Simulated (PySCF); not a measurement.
```yaml
atoms:
  - { symbol: C, position_ang: [-4.9407, -0.1006, 1.2146] }
  - { symbol: C, position_ang: [-3.4281, -0.1875, 1.1069] }
  - { symbol: C, position_ang: [-2.8938, 0.5087, -0.1496] }
  - { symbol: C, position_ang: [-1.4532, 0.4204, -0.3061] }
  - { symbol: C, position_ang: [-0.2402, 0.3398, -0.4136] }
  - { symbol: C, position_ang: [1.1176, 0.2527, -0.5426] }
  - { symbol: C, position_ang: [2.3376, 0.1731, -0.6494] }
  - { symbol: B, position_ang: [3.8471, 0.1116, -0.8578] }
  - { symbol: O, position_ang: [4.6277, -0.4072, 0.1058] }
  - { symbol: C, position_ang: [6.0225, -0.5042, -0.0182] }
  - { symbol: H, position_ang: [-5.3033, -0.5779, 2.1369] }
  - { symbol: H, position_ang: [-5.2831, 0.9466, 1.2258] }
  - { symbol: H, position_ang: [-5.4339, -0.6001, 0.3654] }
  - { symbol: H, position_ang: [-2.9545, 0.2660, 1.9927] }
  - { symbol: H, position_ang: [-3.1047, -1.2410, 1.0938] }
  - { symbol: H, position_ang: [-3.3779, 0.0828, -1.0471] }
  - { symbol: H, position_ang: [-3.1816, 1.5757, -0.1351] }
  - { symbol: H, position_ang: [4.3420, 0.5285, -1.8857] }
  - { symbol: H, position_ang: [6.3217, -1.5610, 0.0579] }
  - { symbol: H, position_ang: [6.5000, 0.0487, 0.8053] }
  - { symbol: H, position_ang: [6.3764, -0.0974, -0.9798] }
```

Geometry: PBE0-D3(BJ)/def2-SVP.

Theory: PBE0/pcSseg-1, SCF density, gas phase, non-relativistic in PySCF 2.14.0.

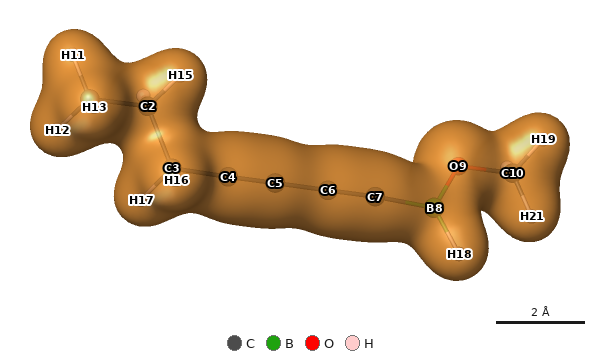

C8H11BO. Isosurface of the total electron density at 0.2 e/Å³ (orange), seen at a tilt.

### Which contacts does the surface bridge?

At this value the surface is in one piece. It bridges the sampled C–C (1.22 Å), B–O (1.34 Å), C–O (1.40 Å) and C–B (1.52 Å) contacts, where the density stays above the isovalue. On the grid the lowest density along these lines, outside the cores, is 2.6 e/Å³ (C–C, 1.22 Å), 1.6 e/Å³ (B–O, 1.34 Å), 1.8 e/Å³ (C–O, 1.40 Å) and 1.3 e/Å³ (C–B, 1.52 Å).
